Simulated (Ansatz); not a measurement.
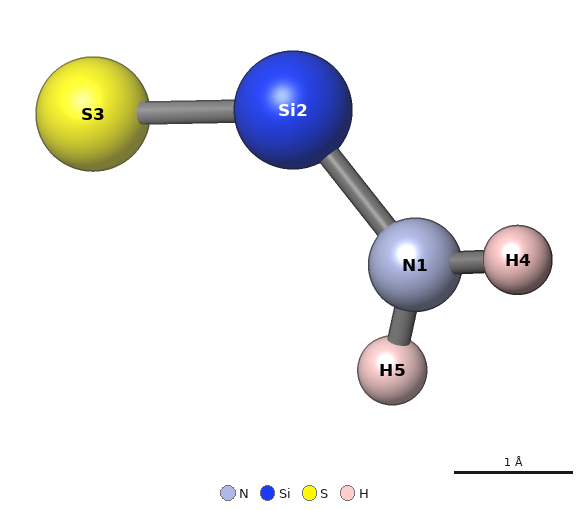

Orthographic view. Atoms fade into the background with distance from the viewer. Charge 0, doublet. The geometry was computed by an optimisation with PBE0-D4/def2-TZVP. No frequency run is at hand to confirm it as a minimum.

Give the geometry as a Z-matrix, atoms in numerical order, with these reference atoms: 2 to 1; 3 to 2, 1; 4 to 1, 2, 3; 5 to 1, 4, 2.

```
N  
Si   1   1.689
S    2   1.960   1   124.4
H    1   1.007   2   123.0   3   180.0
H    1   1.009   4   113.9   2   180.0
```
